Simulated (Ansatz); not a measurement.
**AlICl2 (SMILES [Cl][Al]([Cl])[I]) at CCSD/def2-SVP (core potential)**

Aim: the electronic atomisation energy of AlICl2 at CCSD/def2-SVP (core potential), from 4 runs. 

The calculation is run with Ansatz 0.2.0.

55 further runs of the same task are left out: 2 that didn't finish, 53 set aside as unsound or not needed.

### Step 1. The system as given

AlICl2: 4 atoms, total charge 0, spin state singlet. SMILES: `[Cl][Al]([Cl])[I]`. The coordinates come from a PBE0-D4/def2-TZVP relaxation.

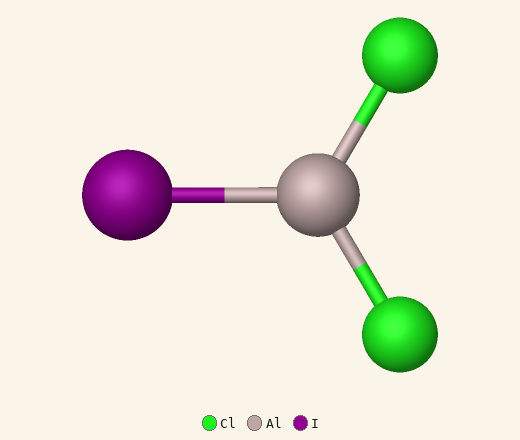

The structure, seen from a chosen angle (chlorine green, aluminium light grey, iodine purple).

### Step 2. A single-point energy at CCSD/def2-SVP (core potential)

in.yaml

```yaml
crystal:
  periodic: [false, false, false]
  atoms:
    - {symbol: Cl, position_ang: [0.840100, 0.602400, 1.844800]}
    - {symbol: Al, position_ang: [0.064800, -0.065200, 0.041100]}
    - {symbol: Cl, position_ang: [0.546700, -1.969000, -0.624800]}
    - {symbol: I, position_ang: [-1.396100, 1.371600, -1.281300]}
basis:
  gaussian:
    orbitals: def2-SVP
accuracy: high
correlation:
  method: ccsd
  frozen_orbitals: {Al: 5, Cl: 5, I: 4}
scf:
  omitted_lower_state_checks: [cluster_reference, increment]
```

On the command line:

```
$ ansatz run in.yaml --threads 1 --pin off --max-ram 2610MiB --events-out events.jsonl --progress --plain --runs-dir runs
```

The program printed:

```text
Warning: RAYON_NUM_THREADS=1 ignored (pool sized by the plan → 1); use --threads N
Functional definition: HF
  name "HF"
  exchange = exact_x
  correlation = 0
these checks for a lower state are left out or cut short: cluster_reference, increment
1597 factors; integrals over basis functions are off by at most 6.3e-9 eV
mean field evaluation 1: about -39657.0498 eV, gradient 1.8e1 eV
mean field evaluation 2: about -39657.2314 eV, gradient 1.9e1 eV
mean field evaluation 4: about -39658.4316 eV, gradient 1.2e0 eV
mean field evaluation 8: about -39658.4590 eV, gradient 1.9e-5 eV
mean field evaluation 16: about -39658.4590 eV, gradient 1.3e-8 eV
mean field -39658.45901126 eV, -1457.4214871948 hartree, gradient 1.4e-8 eV, S^2 0.000000; 0 other end points of the search recorded, 0 dependent functions left out
19 core orbitals not correlated: weight in the atoms' cores, before any rotation towards them, 1.000 or more for the frozen orbitals, at most 0.000 for the correlated occupied ones
reference -39658.45901126 eV, -1457.4214871948 hartree; 17, 17 occupied and 44, 44 virtual orbitals, 1597 factors
second order -11.75748136 eV of doubles, -0.00000000 eV of singles
cycle   1  -12.38435240 eV  change   -6.3e-1 eV  update   6.9e-2
cycle   2  -12.59396371 eV  change   -2.1e-1 eV  update   1.9e-2
cycle   3  -12.63210274 eV  change   -3.8e-2 eV  update   9.1e-3
cycle   4  -12.62968536 eV  change    2.4e-3 eV  update   2.2e-3
cycle   5  -12.62871144 eV  change    9.7e-4 eV  update   6.2e-4
cycle   6  -12.62858664 eV  change    1.2e-4 eV  update   1.8e-4
cycle   7  -12.62859399 eV  change   -7.4e-6 eV  update   4.9e-5
cycle   8  -12.62861038 eV  change   -1.6e-5 eV  update   1.4e-5
cycle   9  -12.62861052 eV  change   -1.4e-7 eV  update   3.9e-6
cycle  10  -12.62860908 eV  change    1.4e-6 eV  update   1.3e-6
cycle  11  -12.62860944 eV  change   -3.6e-7 eV  update   3.7e-7
cycle  12  -12.62860959 eV  change   -1.5e-7 eV  update   1.3e-7
cycle  13  -12.62860963 eV  change   -4.0e-8 eV  update   5.5e-8
cycle  14  -12.62860961 eV  change    2.2e-8 eV  update   2.6e-8
cycle  15  -12.62860961 eV  change    4.1e-9 eV  update   1.7e-8
cycle  16  -12.62860902 eV  change    5.9e-7 eV  update   1.1e-7
cycle  17  -12.62860896 eV  change    5.6e-8 eV  update   2.7e-8
cycle  18  -12.62860894 eV  change    2.2e-8 eV  update   7.8e-9
cycle  19  -12.62860894 eV  change    1.9e-9 eV  update   2.4e-9
Total energy: -39671.08762020 eV, -1457.8855800133 hartree
Checks for a lower state left out: cluster_reference, increment
```

Wall time 10 s (1 thread of Arm Neoverse V1, shared host); peak memory 0.31 GiB.

### Step 3. The Al atom at the same level

job.yaml

```yaml
crystal:
  periodic: [false, false, false]
  atoms:
    - {symbol: Al, position_ang: [0.000000, 0.000000, 0.000000]}
basis:
  gaussian: {orbitals: def2-SVP}
magnetization: {spin_polarized: true, initial_magnetization: 1}
correlation: {method: ccsd, frozen_orbitals: {Al: 5}}
accuracy: high
scf: {omitted_lower_state_checks: [cluster_reference, increment]}
```

Run the same way, it converges to -241.83289 Eh (log not shown).

### Step 4. The Cl atom, same level

molecule.yaml

```yaml
crystal:
  periodic: [false, false, false]
  atoms:
    - {symbol: Cl, position_ang: [0.000000, 0.000000, 0.000000]}
basis:
  gaussian: {orbitals: def2-SVP}
magnetization: {spin_polarized: true, initial_magnetization: 1}
correlation: {method: ccsd, frozen_orbitals: {Cl: 5}}
accuracy: high
scf: {omitted_lower_state_checks: [cluster_reference, increment]}
```

Run the same way, it converges to -459.44497 Eh (log not shown).

### Step 5. The I atom, same level

input.yaml

```yaml
crystal:
  periodic: [false, false, false]
  atoms:
    - {symbol: I, position_ang: [0.000000, 0.000000, 0.000000]}
basis:
  gaussian:
    orbitals: def2-SVP
magnetization:
  spin_polarized: true
  initial_magnetization: 1
correlation:
  method: ccsd
  frozen_orbitals: {I: 4}
accuracy: high
scf:
  omitted_lower_state_checks: [cluster_reference, increment]
```

Run the same way, it converges to -296.75791 Eh (log not shown).

### Step 6. Summary of results

Level: CCSD/def2-SVP (core potential), 19 core orbitals frozen.

```
                                              quantity           value
                                molecule: total energy  -1457.88558 Eh
molecule: correlation energy (19 core orbitals frozen)      -464.1 mEh
                               molecule: T1 diagnostic           0.008
                                 Al atom: total energy   -241.83289 Eh
  Al atom: correlation energy (5 core orbitals frozen)       -43.6 mEh
            Al atom: ⟨S²⟩ of the reference determinant           0.758
                                Al atom: T1 diagnostic           0.013
                                 Cl atom: total energy   -459.44497 Eh
  Cl atom: correlation energy (5 core orbitals frozen)      -125.7 mEh
            Cl atom: ⟨S²⟩ of the reference determinant           0.755
                                Cl atom: T1 diagnostic           0.005
                                  I atom: total energy   -296.75791 Eh
   I atom: correlation energy (4 core orbitals frozen)      -108.3 mEh
             I atom: ⟨S²⟩ of the reference determinant           0.756
                                 I atom: T1 diagnostic           0.004
                         electronic atomisation energy       11.016 eV
```

**Reading.** Taking the molecule apart into free atoms costs 11.02 eV (1063 kJ/mol), before zero-point energy and without spin-orbit coupling.
